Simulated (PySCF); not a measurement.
## Electronic structure of Si7 in real space

Input

```
{"job": {"kind": "sp", "xc": "PBE0", "basis": "ma-def2-SVP", "d3": "d3bj", "grid": 2}, "charge": 0, "multiplicity": 1}
Si     0.563777    -1.632977     0.316720
Si    -0.110929     0.616039     0.908253
Si    -0.688159     1.810656    -1.113172
Si    -0.066298    -0.280778    -1.642371
Si    -0.832751     2.812399     0.929508
Si     0.551693    -0.922207     2.467606
Si     0.589364    -2.393276    -1.920681
```

Command:

```sh
OMP_NUM_THREADS=1 python redox_run.py task.json out
```

Geometry: PBE-D3(BJ)/def2-SVP.

All numbers below come from DFT single point, gas phase, functional PBE0 (PySCF 2.14.0, density-fitted response routines).

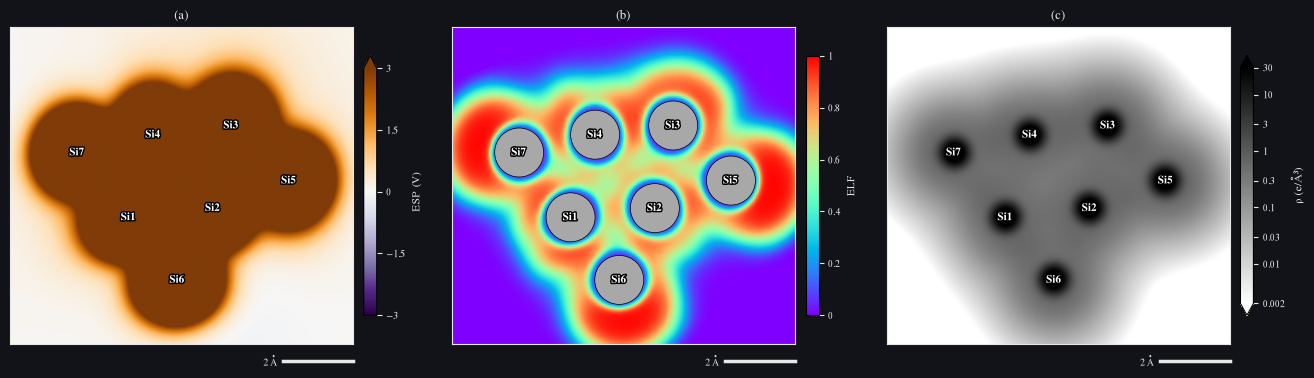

Figure 1. (a) molecular electrostatic potential; (b) ELF; (c) electron density on the molecular plane. Grey discs cover the atomic cores in the ELF map.

**What does the map show?**

The plane passes through Si nuclei.
Si–Si (2.23 Å): the density is about 0.57 e/Å³ at the midpoint; the ELF peaks at about 0.80 between the atoms: localised, covalent bonding.
Si–Si (2.28 Å): ρ at the midpoint is about 0.53 e/Å³; the ELF peaks at about 0.80 between the atoms; a covalent bond.
Si–Si (2.36 Å): ρ is about 0.51 e/Å³ halfway; the ELF peaks at about 0.85 between the atoms (localised, covalent bonding).
Si–Si (2.42 Å): ρ is about 0.45 e/Å³ halfway; the ELF peaks at about 0.75 between the atoms.
Si–Si (2.46 Å): the density is about 0.41 e/Å³ at the midpoint; the ELF peaks at about 0.70 between the atoms.
The ELF also peaks beside Si6, Si5, Si7 and Si3, away from the bonds: lone-pair regions.
The potential has no marked negative region in this plane.

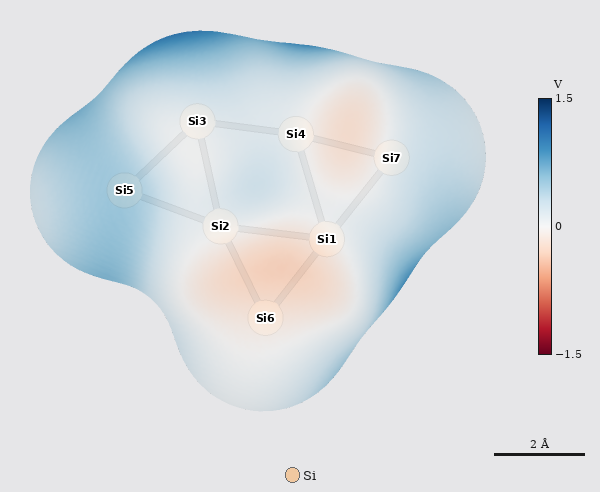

Figure 2. The molecular electrostatic potential painted on the density surface at 0.002 e/bohr³, seen across its widest extent; the colour scale runs from red (negative) to blue (positive).

**Describe the electrostatic potential map.**

The most negative region (about −0.3 V) lies over Si6, the most positive (about +1.0 V) over Si3.
